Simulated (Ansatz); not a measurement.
**HF/STO-3G run of CF+ (SMILES [C+]F)**

Aim: the vertical singlet–triplet gap of CF+ at HF/STO-3G, from 2 runs. 

Program for the calculation: Ansatz 0.2.0.

2 further runs of the same task are left out: 2 set aside as unsound or not needed.

### 1 The molecule

CF+: 2 atoms, total charge +1, spin state singlet. As SMILES, `[C+]F`. The coordinates come from a PBE0-D4/def2-TZVP relaxation.

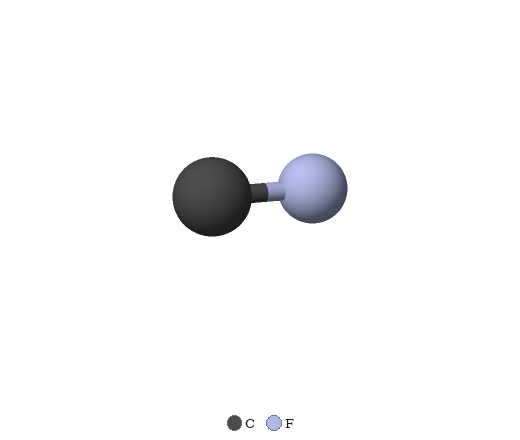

The structure, seen from a chosen angle (carbon dark grey, fluorine light blue).

### 2 A single-point energy at HF/STO-3G

The input, in.yaml:

```yaml
crystal:
  periodic: [false, false, false]
  atoms:
    - symbol: C
      position_ang: [0.492270, -0.160830, 0.253170]
    - symbol: F
      position_ang: [-0.492270, 0.160830, -0.253170]
basis:
  gaussian: {orbitals: STO-3G}
total_charge: 1
hamiltonian: {xc: hf}
accuracy: high
output: {orbitals: {seedname: orbitals}}
```

On the command line:

```sh
$ ansatz run in.yaml --threads 1 --pin off --max-ram 3480MiB --events-out events.jsonl --progress --plain --runs-dir runs
```

What it wrote:

```text
Warning: RAYON_NUM_THREADS=1 ignored (pool sized by the plan → 1); use --threads N
Functional definition: HF
  name "HF"
  exchange = exact_x
  correlation = 0
149 factors; integrals over basis functions are off by at most 3.0e-8 eV
mean field evaluation 1: about -3671.6810 eV, gradient 2.9e1 eV
mean field evaluation 2: about -3671.7129 eV, gradient 2.9e1 eV
mean field evaluation 4: about -3674.4442 eV, gradient 7.1e-1 eV
mean field evaluation 8: about -3674.4436 eV, gradient 1.1e-5 eV
mean field -3674.44357054 eV, -135.0333105899 hartree, gradient 2.0e-8 eV, S^2 0.000000; 0 other end points of the search recorded, 0 dependent functions left out
reference -3674.44357054 eV, -135.0333105899 hartree; 7, 7 occupied and 3, 3 virtual orbitals, 149 factors
Total energy: -3674.44357054 eV, -135.0333105899 hartree
```

It took 0.04 s on 1 thread of Arm Neoverse V2, shared host.

### 3 The triplet

The input, job.yaml:

```yaml
crystal:
  periodic: [false, false, false]
  atoms:
    - {symbol: C, position_ang: [0.492270, -0.160830, 0.253170]}
    - {symbol: F, position_ang: [-0.492270, 0.160830, -0.253170]}
basis:
  gaussian:
    orbitals: STO-3G
total_charge: 1
magnetization:
  spin_polarized: true
  initial_magnetization: 2
hamiltonian:
  xc: hf
accuracy: high
output: {orbitals: {seedname: orbitals}}
```

On the command line:

```sh
$ ansatz run job.yaml --threads 1 --pin off --max-ram 3480MiB --events-out events.jsonl --progress --plain --runs-dir runs
```

What it wrote:

```text
Warning: RAYON_NUM_THREADS=1 ignored (pool sized by the plan → 1); use --threads N
[... 4 set-up lines as earlier in the session ...]
149 factors; integrals over basis functions are off by at most 3.0e-8 eV
mean field evaluation 1: about -3668.3335 eV, gradient 1.8e1 eV
mean field evaluation 2: about -3668.3935 eV, gradient 1.8e1 eV
mean field evaluation 4: about -3670.8046 eV, gradient 2.3e0 eV
mean field evaluation 8: about -3670.9559 eV, gradient 7.2e-2 eV
mean field evaluation 16: about -3670.9542 eV, gradient 2.7e-8 eV
mean field -3670.95419321 eV, -134.9050783385 hartree, gradient 2.7e-8 eV, S^2 2.036839; 0 other end points of the search recorded, 0 dependent functions left out
reference -3670.95419321 eV, -134.9050783385 hartree; 8, 6 occupied and 2, 4 virtual orbitals, 149 factors
Total energy: -3670.95419321 eV, -134.9050783385 hartree
```

It took 0.04 s on 1 thread of Arm Neoverse V2, shared host.

### 4 Outcome

Level: HF/STO-3G.

```
                                        quantity          value
                           singlet: total energy  -135.03331 Eh
                            singlet: HOMO energy      -25.58 eV
                            singlet: LUMO energy       -6.37 eV
                          singlet: HOMO–LUMO gap       19.21 eV
                           triplet: total energy  -134.90508 Eh
     triplet: HOMO energy (highest over α and β)      -21.46 eV
      triplet: LUMO energy (lowest over α and β)       -9.33 eV
                                   triplet: ⟨S²⟩          2.037
vertical energy of the triplet above the singlet       3.489 eV
```

What this shows: At this shape the triplet lies 3.49 eV (337 kJ/mol) above the singlet. In a minimal basis such a difference can be off by several eV, whatever the method.
